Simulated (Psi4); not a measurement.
# SiH3 (silyl radical) at UMP2/STO-3G (density fitting, density fitting for correlation, sweep point 1)

Aim: the vertical doublet–quartet gap of SiH3 (silyl radical) at UMP2/STO-3G (density fitting, density fitting for correlation, sweep point 1), from 2 runs. 

The calculation is run with Psi4 1.11.

### Step 1. The system as given

SiH3: 4 atoms, total charge 0, spin state doublet. SMILES: `[SiH3]`. The shape is that of a PBE0-D4/def2-TZVP optimisation.

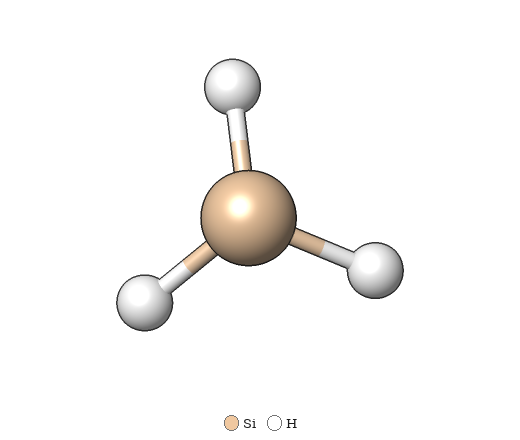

The structure, seen from a chosen angle (silicon light orange, hydrogen white).

### Step 2. A single-point energy at UMP2/STO-3G (density fitting, density fitting for correlation, sweep point 1)

Input file h3si.inp:

```
memory 1.6 GB

molecule geom {
  0 2
  Si     0.55516374    -0.05083363    -0.30997178
  H      1.05664036     1.25723479     2.12386319
  H     -0.42337424    -2.64873462     0.11362923
  H     -1.18842986     1.44233346    -1.92750175
  units bohr
  symmetry c1
}

set basis STO-3G
set reference uhf
set puream true
set scf_type df
set num_frozen_docc 5
set maxiter 100

energy('mp2')
print_variables()
```

Command:

```
psi4 -i h3si.inp -o h3si.out -n 1
```

h3si.out:

```text
[...]
  Running in c1 symmetry.
[...]
  Nuclear repulsion =   15.603296027937279
[...]
  Multiplicity = 2
[...]
  Nalpha       = 9
  Nbeta        = 8
[...]
    Number of basis functions: 12
[...]
   @DF-UHF iter   1:  -287.26987849586521   -1.24374e+00   2.98857e-03 DIIS/ADIIS
[...]
   @DF-UHF iter   9:  -287.27126267543866   -1.13687e-13   2.72553e-09 DIIS
[...]
   @S^2 Observed:                7.524600197E-01
[...]
    Orbital Energies [Eh]
    ---------------------
    Alpha Occupied:
       1A    -67.911615     2A     -5.911999     3A     -3.949761
       4A     -3.931125     5A     -3.931125     6A     -0.672792
       7A     -0.411802     8A     -0.411800     9A     -0.242626
    Alpha Virtual:
      10A      0.512943    11A      0.558484    12A      0.558489
    Beta Occupied:
       1A    -67.901864     2A     -5.894736     3A     -3.923031
       4A     -3.923031     5A     -3.905641     6A     -0.609950
[...]
  @DF-UHF Final Energy:  -287.27126267543866
   => Energetics <=
    Nuclear Repulsion Energy =             15.6032960279372794
    One-Electron Energy =                -431.4179900390488456
    Two-Electron Energy =                 128.5434313356728921
    Total Energy =                       -287.2712626754386633
  UHF NO Occupations:
  HONO-2 :    7  A 1.9995790
  HONO-1 :    8  A 1.9995789
[...]
 Multipole Moments:
 ------------------------------------------------------------------------------------
     Multipole            Electronic (a.u.)      Nuclear  (a.u.)        Total (a.u.)
 ------------------------------------------------------------------------------------
 L = 1.  Multiply by 2.5417464519 to convert [e a0] to [Debye]
 Dipole X            :          1.2037215           -0.9933632            0.2103583
 Dipole Y            :         -0.1102207            0.0909574           -0.0192633
 Dipole Z            :         -0.6721063            0.5546458           -0.1174605
 Magnitude           :                                                    0.2416995
[...]
```

Run time: 1.5 s. Hardware: 1 thread of Intel Xeon 6975P-C (Granite Rapids), shared host; peak memory 0.18 GiB.

### Step 3. The quartet, same level

Input file input.inp:

```
memory 1600 mb

molecule m {
  0 4
  Si     0.55516374    -0.05083363    -0.30997178
  H      1.05664036     1.25723479     2.12386319
  H     -0.42337424    -2.64873462     0.11362923
  H     -1.18842986     1.44233346    -1.92750175
  units bohr
  symmetry c1
}

set {
  basis STO-3G
  reference uhf
  puream true
  scf_type df
  num_frozen_docc 5
  maxiter 100
}

result, w = energy('mp2', return_wfn=True)
```

Command:

```
psi4 input.inp input.out -n 1
```

input.out:

```text
[...]
  Running in c1 symmetry.
[...]
  Nuclear repulsion =   15.603296027937279
[...]
  Multiplicity = 4
[...]
  Nalpha       = 10
  Nbeta        = 7
[...]
    Number of basis functions: 12
[...]
   @DF-UHF iter   1:  -286.75186680832445   -7.25725e-01   1.05698e-02 ADIIS/DIIS
[...]
   @DF-UHF iter  17:  -286.83021679999058   -5.68434e-14   3.95231e-09 DIIS
[...]
   @S^2 Observed:                3.750949315E+00
[...]
    Orbital Energies [Eh]
    ---------------------
    Alpha Occupied:
       1A    -67.833618     2A     -5.858373     3A     -3.897124
       4A     -3.882967     5A     -3.868075     6A     -0.740958
       7A     -0.535966     8A     -0.409247     9A     -0.254220
      10A      0.041450
    Alpha Virtual:
      11A      0.535523    12A      0.546194
    Beta Occupied:
       1A    -67.813315     2A     -5.822152     3A     -3.853312
[...]
  @DF-UHF Final Energy:  -286.83021679999058
   => Energetics <=
    Nuclear Repulsion Energy =             15.6032960279372794
    One-Electron Energy =                -431.5887407490773739
    Two-Electron Energy =                 129.1552279211494465
    Total Energy =                       -286.8302167999906374
  UHF NO Occupations:
  HONO-2 :    8  A 1.0000000
  HONO-1 :    9  A 1.0000000
[...]
 Multipole Moments:
 ------------------------------------------------------------------------------------
     Multipole            Electronic (a.u.)      Nuclear  (a.u.)        Total (a.u.)
 ------------------------------------------------------------------------------------
 L = 1.  Multiply by 2.5417464519 to convert [e a0] to [Debye]
 Dipole X            :          1.3972187           -0.9933632            0.4038555
 Dipole Y            :          0.0351983            0.0909574            0.1261557
 Dipole Z            :         -0.4531508            0.5546458            0.1014950
 Magnitude           :                                                    0.4351043
[...]
```

It took 1.6 s on 1 thread of Intel Xeon 6975P-C (Granite Rapids), shared host; peak memory 0.18 GiB.

### Step 4. Summary of results

Level: UMP2/STO-3G (density fitting, density fitting for correlation, sweep point 1), 5 core orbitals frozen.

| quantity | value |
| --- | --- |
| doublet: total energy | -287.30634 Eh |
| doublet: HOMO energy (Hartree–Fock orbitals) (highest over α and β) | -6.60 eV |
| doublet: LUMO energy (Hartree–Fock orbitals) (lowest over α and β) | 6.64 eV |
| doublet: correlation energy (5 core orbitals frozen) | -35.1 mEh |
| doublet: ⟨S²⟩ of the reference determinant | 0.752 |
| quartet: total energy | -286.85522 Eh |
| quartet: correlation energy (5 core orbitals frozen) | -25.0 mEh |
| quartet: ⟨S²⟩ of the reference determinant | 3.751 |
| vertical energy of the quartet above the doublet | 12.276 eV |

At this shape the quartet lies 12.28 eV (1184 kJ/mol) above the doublet. In a minimal basis such a difference can be off by several eV, whatever the method.
